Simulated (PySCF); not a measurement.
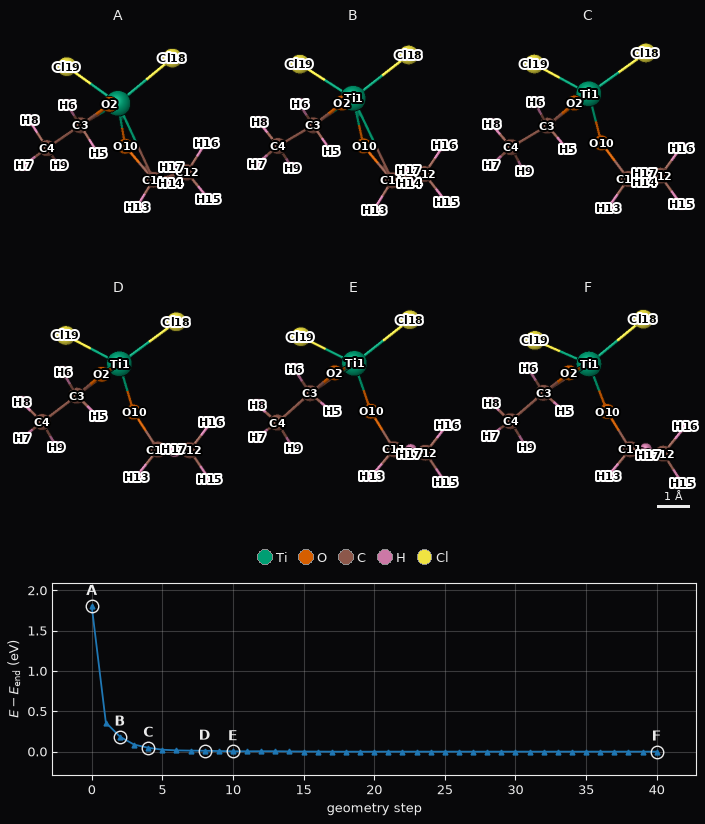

Frames of a relaxation of C₄H₁₀Cl₂O₂Ti, marked on the history of the run. Style: ball-and-stick. Shown at a tilt.

The start comes from GFN2-xTB. Its atoms were then displaced at random by about 0.03 Å.

Method: PySCF, PBE0-D3(BJ)/def2-SVP geometry optimisation, gas phase. 

### What happens along the run?

The relaxation stopped without meeting its thresholds, so the last structure isn't shown to be converged. H17 moves most after the best rigid fit: 0.56 Å. Largest moves by element: H 0.56 Å, O 0.44 Å, Cl 0.43 Å, C 0.38 Å, Ti 0.36 Å. Near-neighbour distances that change, for instance: Ti1–H17 2.914 → 3.617 Å, Ti1–H9 2.820 → 3.513 Å, Ti1–C12 3.084 → 3.659 Å, Ti1–C11 2.742 → 3.081 Å. Bond angles that change, for instance: Ti1–O10–C11 134.8° → 159.6°, Ti1–O2–C3 131.6° → 154.8°, Cl18–Ti1–Cl19 101.3° → 114.0°. The energy falls by 1.806 eV in 40 geometry steps. Cost: 24 min on 2 threads of Intel(R) Xeon(R) Platinum 8259CL CPU @ 2.50GHz, with other jobs on the host. From step 0 to 2: H atoms move most (0.18 Å), energy −1.621 eV. From step 2 to 4: H9 moves most (0.17 Å), energy −0.138 eV. From step 4 to 8: H9 moves most (0.19 Å), energy −0.037 eV. From step 8 to 10: H5 moves most (0.19 Å), energy −0.007 eV. From step 10 to 40: H17 moves most (0.13 Å), energy −0.004 eV.

| step | E − E(0), eV |
| --- | --- |
| 0 | 0.0000 |
| 1 | -1.4450 |
| 2 | -1.6207 |
| 3 | -1.7188 |
| 4 | -1.7583 |
| 5 | -1.7822 |
| 6 | -1.7907 |
| 7 | -1.7936 |
| 8 | -1.7954 |
| 9 | -1.7988 |
| 10 | -1.8020 |
| 12 | -1.8009 |
| 13 | -1.8014 |
| 15 | -1.8046 |
| 16 | -1.8057 |
| 18 | -1.8066 |
| 19 | -1.8066 |
| 21 | -1.8063 |
| 23 | -1.8063 |
| 24 | -1.8062 |
| 26 | -1.8062 |
| 27 | -1.8062 |
| 29 | -1.8062 |
| 31 | -1.8062 |
| 32 | -1.8062 |
| 34 | -1.8062 |
| 35 | -1.8062 |
| 37 | -1.8062 |
| 38 | -1.8062 |
| 40 | -1.8062 |
